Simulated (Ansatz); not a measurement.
# wB97X/def2-SVPD run of AlClF2 (SMILES [F][Al]([F])[Cl])

What is the electronic atomisation energy of AlClF2 at wB97X/def2-SVPD? 

The calculation is run with Ansatz 0.2.0.

46 further runs of the same task are left out: 46 set aside as unsound or not needed.

### 1 The system as given

The species is AlClF2 (4 atoms), meant as a singlet with charge 0. SMILES: `[F][Al]([F])[Cl]`. The shape is that of a PBE0-D4/def2-TZVP optimisation.

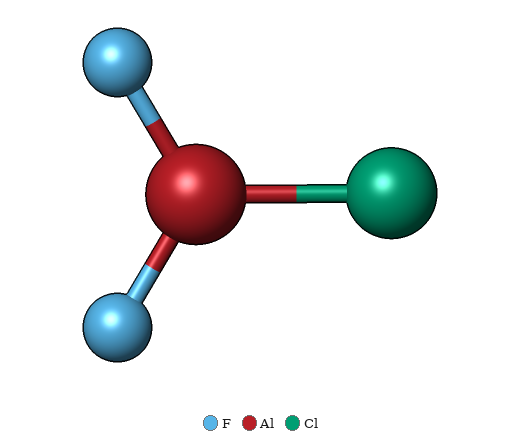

The structure, seen from a chosen angle (fluorine blue, aluminium red, chlorine teal).

### 2 The energy at wB97X/def2-SVPD

molecule.yaml

```yaml
crystal:
  periodic: [false, false, false]
  atoms:
    - {symbol: F, position_ang: [0.997200, 0.721760, 1.149640]}
    - {symbol: Al, position_ang: [0.069280, -0.050750, 0.053570]}
    - {symbol: F, position_ang: [0.273490, -1.653820, -0.164660]}
    - {symbol: Cl, position_ang: [-1.339980, 0.982810, -1.038560]}
basis:
  gaussian:
    orbitals: def2-SVPD
magnetization:
  spin_polarized: false
  initial_magnetization: 0
hamiltonian:
  xc: {name: wB97X}
accuracy: high
output: {orbitals: {seedname: orbitals}}
```

Launch:

```
$ ansatz run molecule.yaml --threads 1 --pin off --max-ram 3480MiB --events-out events.jsonl --progress --plain --runs-dir runs
```

What it wrote:

```text
Warning: RAYON_NUM_THREADS=1 ignored (pool sized by the plan → 1); use --threads N
Functional definition: wB97X
  name "wB97X"
  parameter omega = 0.3/bohr
  parameter cx = 0.157706
  parameter cx1 = 0.726479
  parameter cx2 = 1.04760
  parameter cx3 = -5.70635
  parameter cx4 = 13.2794
  parameter css1 = -4.33879
  parameter css2 = 18.2308
  parameter css3 = -31.7430
  parameter css4 = 17.2901
  parameter cos1 = 2.37031
  parameter cos2 = -11.3995
  parameter cos3 = 6.58405
  parameter cos4 = -3.78132
  exchange = spin_sum(e_x_unif_sr(omega)*poly(b97_u_x, 1 - cx, cx1, cx2, cx3, cx4)) + cx*exact_x_sr(omega)
      + exact_x_lr(omega)
  correlation = spin_sum(e_c_pw_same_spin*poly(b97_u_same, 1, css1, css2, css3, css4))
      + integral(e_c_pw_opposite_spin*poly(b97_u_opposite, 1, cos1, cos2, cos3, cos4))
1804 factors; integrals over basis functions are off by at most 3.3e-9 eV
452 factors; integrals over basis functions are off by at most 1.5e-9 eV
mean field evaluation 1: about -24544.2844 eV, gradient 4.9e1 eV
mean field evaluation 2: about -24543.4893 eV, gradient 5.8e1 eV
mean field evaluation 4: about -24548.2307 eV, gradient 9.1e-1 eV
mean field evaluation 8: about -24548.2911 eV, gradient 5.1e-2 eV
mean field evaluation 16: about -24548.2912 eV, gradient 8.8e-6 eV
mean field -24548.29116657 eV, -902.1330609420 hartree, gradient 1.8e-8 eV, S^2 0.000000; 0 other end points of the search recorded, 0 dependent functions left out
reference -24548.29116331 eV, -902.1330608222 hartree; 24, 24 occupied and 73, 73 virtual orbitals, 1804 factors
Total energy: -24548.29116331 eV, -902.1330608222 hartree
```

Run time: 23 s. Hardware: 1 thread of Arm Neoverse V2, shared host; peak memory 0.51 GiB.

### 3 The Al atom at the same level

job.yaml

```yaml
crystal:
  periodic: [false, false, false]
  atoms:
    - {symbol: Al, position_ang: [0.000000, 0.000000, 0.000000]}
basis:
  gaussian:
    orbitals: def2-SVPD
magnetization:
  spin_polarized: true
  initial_magnetization: 1
hamiltonian:
  xc: {name: wB97X}
accuracy: high
```

Launch:

```
$ ansatz run job.yaml --threads 1 --pin off --max-ram 3480MiB --events-out events.jsonl --progress --plain --runs-dir runs
```

What it wrote:

```text
Warning: RAYON_NUM_THREADS=1 ignored (pool sized by the plan → 1); use --threads N
[... 17 set-up lines as earlier in the session ...]
      + exact_x_lr(omega)
[... 1 set-up line as earlier in the session ...]
      + integral(e_c_pw_opposite_spin*poly(b97_u_opposite, 1, cos1, cos2, cos3, cos4))
202 factors; integrals over basis functions are off by at most 1.9e-9 eV
110 factors; integrals over basis functions are off by at most 6.9e-10 eV
mean field evaluation 1: about -6592.3514 eV, gradient 1.9e0 eV
mean field evaluation 2: about -6592.4150 eV, gradient 7.1e-1 eV
mean field evaluation 4: about -6592.4263 eV, gradient 7.5e-2 eV
mean field evaluation 8: about -6592.4264 eV, gradient 4.5e-4 eV
mean field evaluation 16: about -6592.4264 eV, gradient 1.5e-8 eV
mean field -6592.42636503 eV, -242.2672004079 hartree, gradient 1.9e-8 eV, S^2 0.755410; 0 other end points of the search recorded, 0 dependent functions left out
reference -6592.42636352 eV, -242.2672003522 hartree; 7, 6 occupied and 17, 18 virtual orbitals, 202 factors
Total energy: -6592.42636352 eV, -242.2672003522 hartree
```

It took 3.6 s on 1 thread of Arm Neoverse V2, shared host; peak memory 0.23 GiB.

### 4 The Cl atom, same level

input.yaml

```yaml
crystal:
  periodic: [false, false, false]
  atoms:
    - {symbol: Cl, position_ang: [0.000000, 0.000000, 0.000000]}
basis:
  gaussian: {orbitals: def2-SVPD}
magnetization: {spin_polarized: true, initial_magnetization: 1}
hamiltonian: {xc: {name: wB97X}}
accuracy: high
```

Run the same way, it converges to -459.99807 Eh (log not shown).

### 5 The F atom

input.yaml

```yaml
crystal:
  periodic: [false, false, false]
  atoms:
    - {symbol: F, position_ang: [0.000000, 0.000000, 0.000000]}
basis:
  gaussian:
    orbitals: def2-SVPD
magnetization:
  spin_polarized: true
  initial_magnetization: 1
hamiltonian:
  xc: {name: wB97X}
accuracy: high
```

Run the same way, it converges to -99.62957 Eh (log not shown).

### 6 Outcome

At wB97X/def2-SVPD:

| quantity | value |
| --- | --- |
| molecule: total energy | -902.13306 Eh |
| molecule: HOMO energy | -12.53 eV |
| molecule: LUMO energy | 0.33 eV |
| molecule: HOMO–LUMO gap | 12.86 eV |
| Al atom: total energy | -242.26720 Eh |
| Al atom: ⟨S²⟩ | 0.755 |
| Cl atom: total energy | -459.99807 Eh |
| Cl atom: ⟨S²⟩ | 0.753 |
| F atom: total energy | -99.62957 Eh |
| F atom: ⟨S²⟩ | 0.752 |
| electronic atomisation energy | 16.562 eV |

**Reading.** Taking the molecule apart into free atoms costs 16.56 eV (1598 kJ/mol), before zero-point energy and without spin-orbit coupling.
